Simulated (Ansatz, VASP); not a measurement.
# Cross-check of Te2Mo between VASP and Ansatz, part 2 of 2

Wanted: the spread between two codes on one cell, functional and k mesh.  Valence electrons are named where the data sets of a main pair hold unlike numbers.

VASP 6.6.1 and Ansatz 0.2.0.

So far: The structure; VASP: band structure, PBE.

**3. Ansatz: band structure, PBE**

Level of this step: Ansatz beside VASP: Kohn-Sham DFT, plane waves, PBE (Ansatz).

Ansatz runs on its default PAW (the set named soft_2) files.

The same cell, functional, mesh and smearing now go to Ansatz, which takes its cutoff from its data sets.

input.yaml reads:

```yaml
crystal:
  lattice:
    - [3.5182, 0.0, 0.0]
    - [-1.7591, 3.0468505756, 0.0]
    - [0.0, 0.0, 13.9736]
  atoms:
    - { symbol: Te, position: [0.3333333333, 0.6666666667, 0.621] }
    - { symbol: Te, position: [0.6666666667, 0.3333333333, 0.121] }
    - { symbol: Te, position: [0.3333333333, 0.6666666667, 0.879] }
    - { symbol: Te, position: [0.6666666667, 0.3333333333, 0.379] }
    - { symbol: Mo, position: [0.3333333333, 0.6666666667, 0.25] }
    - { symbol: Mo, position: [0.6666666667, 0.3333333333, 0.75] }
hamiltonian:
  xc: pbe
  pseudopotentials: { kind: paw }
kpoints:
  mp_grid: { grid: [6, 6, 2] }
  band_path:
    path:
      - [0.0, 0.0, 0.0]
      - [0.13636, 0.0, 0.0]
      - [0.31818, 0.0, 0.0]
      - [0.5, 0.0, 0.0]
      - [0.4697, 0.06061, 0.0]
      - [0.40909, 0.18182, 0.0]
      - [0.34848, 0.30303, 0.0]
      - [0.30303, 0.30303, 0.0]
      - [0.21212, 0.21212, 0.0]
      - [0.18182, 0.18182, 0.0]
      - [0.06061, 0.06061, 0.0]
      - [0.0, 0.0, 0.0]
      - [0.0, 0.0, 0.18182]
      - [0.0, 0.0, 0.36364]
      - [0.0, 0.0, 0.5]
      - [0.13636, 0.0, 0.5]
      - [0.31818, 0.0, 0.5]
      - [0.5, 0.0, 0.5]
      - [0.4697, 0.06061, 0.5]
      - [0.40909, 0.18182, 0.5]
      - [0.34848, 0.30303, 0.5]
      - [0.30303, 0.30303, 0.5]
      - [0.18182, 0.18182, 0.5]
      - [0.06061, 0.06061, 0.5]
      - [0.5, 0.0, 0.5]
      - [0.5, 0.0, 0.31818]
      - [0.5, 0.0, 0.13636]
      - [0.5, 0.0, 0.0]
      - [0.33333, 0.33333, 0.13636]
      - [0.33333, 0.33333, 0.31818]
      - [0.33333, 0.33333, 0.5]
    npoints: 1
scf:
  occupations: { method: gaussian, width: 0.01 }
  n_extra_bands: 9
output:
  forces: true
  stress: true
  eigenvalues: true
  write_density: true
  write_potential: true
  elf: true
  volumetric_format: npy
```

The run is started by

```sh
> ansatz run input.yaml --threads 4 --pin off --max-ram 9216MiB --backend cpu --events-out ev --progress --plain --runs-dir out
```

Numbers of over 12 decimals in the logs are rounded to 6 here.

Log:

```text
scf.n_extra_bands = 9 over 46 filled bands (N_el = 92.0): the run solves 55 bands
Engine: ansatz 0.2.0, aarch64-unknown-linux-gnu
Pseudopotentials: kind: paw
Pseudopotential: Te, paw, valence charge 16, recommended cutoff 420 eV (normal), Te.paw.azcp
Pseudopotential: Mo, paw, valence charge 14, recommended cutoff 420 eV (normal), Mo.paw.azcp
Functional definition: PBE
  parameter kappa = 0.804
  parameter beta = 0.066725
  exchange = pbe_x(kappa = kappa, mu = beta*pi^2/3)
  correlation = pbe_c(beta = beta)
Crystal: 6 atoms, lattice volume = 149.789 Å³
Basis set: ecut = 420 eV, 2909 PW (Γ), exchange–correlation on 48×48×192 points (8 copies of the dense FFT grid, shifted against one another)
Bands: 55, of which v1, the nominal top of the filled ones, is band 46 counted from 1 (45 counted from 0)
Symmetry: 24 space group operations
Space group: P63/mmc (ITA 194), of the structure as read, at distance tolerance 5.3e-5 Å
k-points: 14 of 72
Non-local potential: Te, projectors of the file, l = 0: 2, l = 1: 2, l = 2: 2, l = 3: 2
Non-local potential: Mo, projectors of the file, l = 0: 3, l = 1: 2, l = 2: 2, l = 3: 1
PAW form: soft (Blöchl's): semilocal exchange-correlation on the pseudo side does not see the compensation charge
PAW one-centre angular grid: Te, 590 points (default); XC on 64 Gauss nodes
PAW one-centre angular grid: Mo, 590 points (default); XC on 64 Gauss nodes
Initial density: superposition of atomic densities (neutral atoms: chi_scale 0, normalization atom), corrected by the library's trained network
Initial wavefunctions: pseudopotential atomic-orbital guess
Functional: x = pbe(κ = 0.804, μ = 0.219515), c = pbe(β = 0.066725)
SCF iter   1: F=—  HF=-37833.381211 eV  |F-HF|=—  |Δ(HF+E_count)|=         —  Δρ=4.19e-3  dr2=8.73e-3  ethr=1.77e-3  ⟨swp⟩=7.8  Hψ=2972  notcnv=0
preconditioner: auto → Resta (q_TF=auto, 2.515 Å⁻¹)  ε∞=7.4  [insulator: Δε(μ)=0.830 eV  Ē_g=7.171 eV  σ=0.010 eV  W_gap=1.00  n_scr=52 (ndim 8)  ℏωp=18.2 eV  f_vac=0.021  D(μ)=0.00/eV (n_scr^D=0)  ε∞_Penn≈7.4]
SCF iter   2: F=—  HF=-37833.389430 eV  |F-HF|=—  |Δ(HF+E_count)|=   8.22e-3  Δρ=2.47e-3  dr2=2.97e-3  ethr=9.49e-6  ⟨swp⟩=2.7  Hψ=1302  notcnv=0  defer=25
SCF iter   3: F=—  HF=-37833.393555 eV  |F-HF|=—  |Δ(HF+E_count)|=   4.12e-3  Δρ=9.73e-4  dr2=2.52e-3  ethr=3.23e-6  ⟨swp⟩=2.0  Hψ=1070  notcnv=0  defer=25
SCF iter   4: F=—  HF=-37833.393723 eV  |F-HF|=—  |Δ(HF+E_count)|=   1.68e-4  Δρ=1.23e-4  dr2=1.91e-5  ethr=2.74e-6  ⟨swp⟩=2.0  Hψ=989  notcnv=0  defer=25
SCF iter   5: F=—  HF=-37833.393803 eV  |F-HF|=—  |Δ(HF+E_count)|=   7.97e-5  Δρ=5.44e-5  dr2=4.76e-6  ethr=2.07e-8  ⟨swp⟩=2.1  Hψ=1075  notcnv=0  defer=25
SCF iter   6: F=—  HF=-37833.393813 eV  |F-HF|=—  |Δ(HF+E_count)|=   1.05e-5  Δρ=1.32e-5  dr2=3.11e-7  ethr=5.17e-9  ⟨swp⟩=2.0  Hψ=993  notcnv=0  defer=25
SCF iter   7: F=-37833.393813 eV  HF=-37833.393813 eV  |F-HF|=1.83e-8  |Δ(HF+E_count)|=   3.71e-7  Δρ=4.45e-6  dr2=3.85e-8  ethr=1.09e-10  ⟨swp⟩=14.9  Hψ=5165  notcnv=0
SCF 1 converged in 7 iterations: F = -37833.393813 eV  dr2 = 3.85e-8
  greatest PAW one-centre occupation: 0.998 electrons in one spin orbital (limit 2), on the Mo atom at site 5 (counted from 0), in its partial waves of l = 0
NSCF: frozen V_eff on 31 k-points
SCF converged after 7 iterations
Free energy (F): -37833.393813 eV
Harris-Foulkes:  -37833.393813 eV  (|F-HF|=1.83e-8)
Internal energy: -37833.393813 eV  (E = F + TS)
E sigma→0 (E₀):  -37833.393813 eV
Fermi energy:    12.889696 eV
--- Per-component energies (eV) ---
  E_band       = -1144.069417
  E_kinetic    = 1609.785219
  E_local      = -7394.316227  (includes V_loc(G=0)·N_el)
  E_nonlocal   = -952.600378
  E_hartree    = 4140.452865
  E_xc         = -866.129898
  E_vxc        = -877.433069  (∫ρ·V_xc dr)
  E_paw        = -25053.963179  (= ΣΔE_a)
  E_vpaw       = -1810.415506  (= ΣTr[D̂ρ^β])
  E_aug_tail   = -0.000600  (compensation charges beyond the density's cutoff)
  E_ewald      = -9316.621616
  E_smearing   = -0.000000  (= −TS)
  E_closure    = 0.000000  (closes the sum)
  Σ components = -37833.393813   (vs F -37833.393813, Δ=0.00e0)
--- Forces (eV/Å), atoms counted from 1 ---
  atom   1  Te    -0.00000000     0.00000000    -0.17874150
  atom   2  Te     0.00000000    -0.00000000    -0.17874150
  atom   3  Te    -0.00000000     0.00000000     0.17874150
  atom   4  Te     0.00000000    -0.00000000     0.17874150
  atom   5  Mo     0.00000000     0.00000000     0.00000000
  atom   6  Mo     0.00000000    -0.00000000     0.00000000
  max |Σ_I F_I| component: 1.39e-16 eV/Å
--- Stress (GPa, compression-positive) ---
        2.709955       0.000000       0.000000
        0.000000       2.709955       0.000000
        0.000000       0.000000       3.362101
  P = ⅓ Tr σ = 2.9273 GPa (29.273 kbar)
--- Band table (eV; the first three rows and the last of 14) ---
  k-point 0: bands = [... 42 lower, 11.4630, 11.4630, 12.1533, 12.4768, 15.3790, 15.3790, 15.5118, 15.5118, ... 5 higher]
  k-point 1: bands = [... 42 lower, 11.4454, 11.4454, 12.3955, 12.3955, 15.4167, 15.4167, 15.4167, 15.4167, ... 5 higher]
  k-point 2: bands = [... 42 lower, 11.2493, 11.4875, 12.0321, 12.1938, 14.2805, 14.5480, 14.5744, 14.8163, ... 5 higher]
  k-point 13: bands = [... 42 lower, 10.4828, 10.4828, 12.2673, 12.2673, 13.4562, 13.4562, 14.1035, 14.1035, ... 5 higher]
```

Run time: 4.6 s. Hardware: 4 threads of Arm Neoverse V1, shared host; peak memory 0.55 GiB.

**4. Side by side**

Known differences besides the potentials themselves: the data sets hold 92 valence electrons in Ansatz (on its default PAW (the set named soft_2) files) and 52 in VASP; the cutoff is 420 eV in Ansatz and 370 eV in VASP. Total energies have different zeros and are not compared.

Both answers:

```
                     quantity  Ansatz   VASP  difference
gap over the path points (eV)   0.738  0.732      +0.006
```

Forces (eV/Å; atoms numbered as in POSCAR):

```
atom        Ansatz x, y, z          VASP x, y, z
 Te1  0.000, 0.000, -0.179  0.000, 0.000, -0.170
 Te2  0.000, 0.000, -0.179  0.000, 0.000, -0.170
 Te3   0.000, 0.000, 0.179   0.000, 0.000, 0.170
 Te4   0.000, 0.000, 0.179   0.000, 0.000, 0.170
 Mo5   0.000, 0.000, 0.000   0.000, 0.000, 0.000
 Mo6   0.000, 0.000, 0.000   0.000, 0.000, 0.000
```

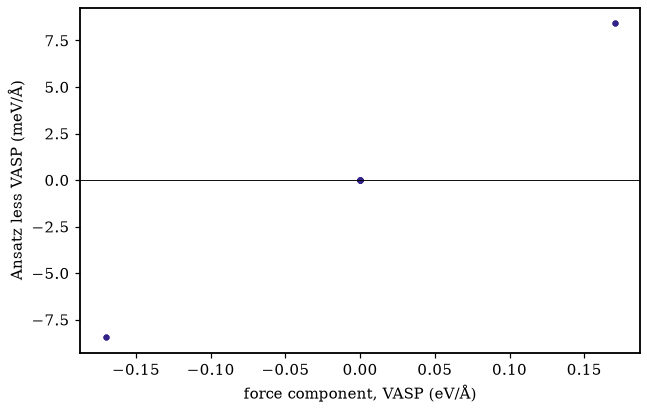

Difference of the force components against their size.

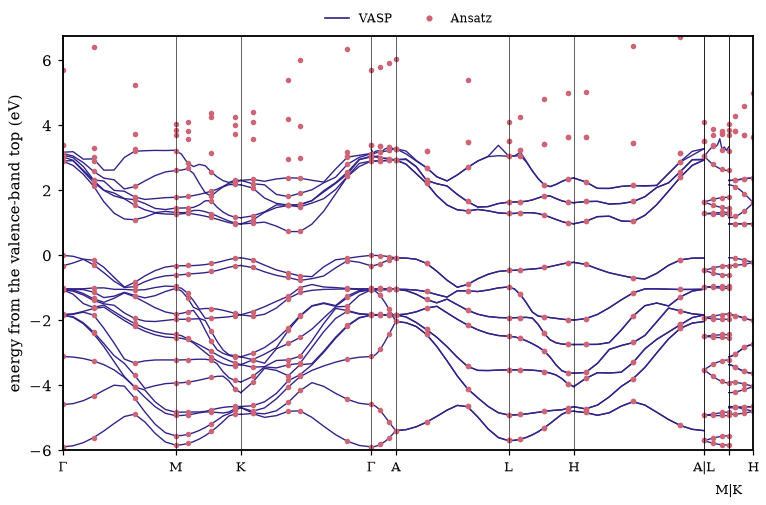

Bands from VASP (lines) and levels from Ansatz (dots). Dots without a line are higher empty bands that the VASP plot leaves out.

Levels at points of the path, from each program's valence-band top (eV; 4 filled, then empty):

```
k (reciprocal lattice)                                  Ansatz                                    VASP
     0.000 0.000 0.000   -1.01 -1.01 -0.32 0.00 2.90 2.90 3.04   -1.02 -1.02 -0.32 0.00 2.90 2.91 3.03
     0.136 0.000 0.000  -1.12 -0.99 -0.29 -0.15 2.13 2.25 2.31  -1.13 -1.00 -0.29 -0.15 2.13 2.24 2.31
     0.318 0.000 0.000  -1.24 -1.06 -0.95 -0.82 1.10 1.55 1.72  -1.23 -1.07 -0.96 -0.83 1.10 1.55 1.71
     0.500 0.000 0.000  -1.01 -0.95 -0.60 -0.31 1.27 1.33 1.46  -1.02 -0.96 -0.61 -0.32 1.26 1.32 1.45
     0.470 0.061 0.000  -1.30 -1.16 -0.57 -0.31 1.30 1.33 1.47  -1.31 -1.16 -0.58 -0.32 1.30 1.32 1.46
     0.409 0.182 0.000  -1.94 -1.64 -0.50 -0.25 1.17 1.29 1.68  -1.93 -1.63 -0.50 -0.26 1.16 1.28 1.68
     0.348 0.303 0.000  -1.87 -1.79 -0.32 -0.08 0.98 1.00 1.18  -1.86 -1.78 -0.33 -0.09 0.97 1.00 1.18
     0.303 0.303 0.000  -1.88 -1.73 -0.37 -0.14 1.00 1.09 1.22  -1.88 -1.73 -0.37 -0.14 0.99 1.08 1.21
     0.212 0.212 0.000  -1.33 -1.26 -0.68 -0.54 0.74 1.54 1.55  -1.33 -1.26 -0.68 -0.55 0.73 1.53 1.55
     0.182 0.182 0.000  -1.14 -1.00 -0.76 -0.63 0.74 1.50 1.56  -1.14 -0.99 -0.77 -0.63 0.73 1.49 1.55
```

The forces differ by 4.0 meV/Å r.m.s., which is 4.9 % of the r.m.s. force of 0.080 eV/Å (both taken over all components). Among the levels compared at these points, filled levels agree within 11 meV and empty ones within 16 meV. Not compared: the pressure (VASP's GW data sets at this cutoff don't carry it).

**5. What the set-up changes**

Further runs change the set-up of one program: Ansatz's method, potentials or start, or VASP's data sets, cutoff or form of LDA. The table gives Ansatz less VASP for each quantity, since a change that brings one quantity closer may part another.

```
                              run  r.m.s. force difference (meV/Å)  gap over the path points (eV)
                         as above                              4.0                         0.0063
Ansatz's all-electron LAPW method                              3.6                         0.0069
```

**6. What came out**

| Item | Value |
| --- | --- |
| largest difference of a filled level at the path points (band structure, PBE) | 11 meV |

What this shows: The largest difference of a filled level at the path points is 11 meV (band structure, PBE), within the 80 meV picked in this series as the mark of a large difference. The data sets hold unlike numbers of valence electrons (92 in Ansatz and 52 in VASP), so part of the differences comes from the potentials. For band structure, PBE, no further run moves any of the tabulated differences by more than a quarter of its size. How closely two codes agree says nothing of how well the functional describes the real material.

[Lines on the potential files, build, host, timing and source positions are cut from VASP's logs without a mark.]

[Logs are printed without paths, hosts, clocks, repeated set-up lines and the standing remarks that a program may print on its own settings, such as how far it seeks lower states.]

[Hosts, paths, dates, database ids (printed as entryN), source tags and the programs' standing remarks are cut or masked in the printed files.]
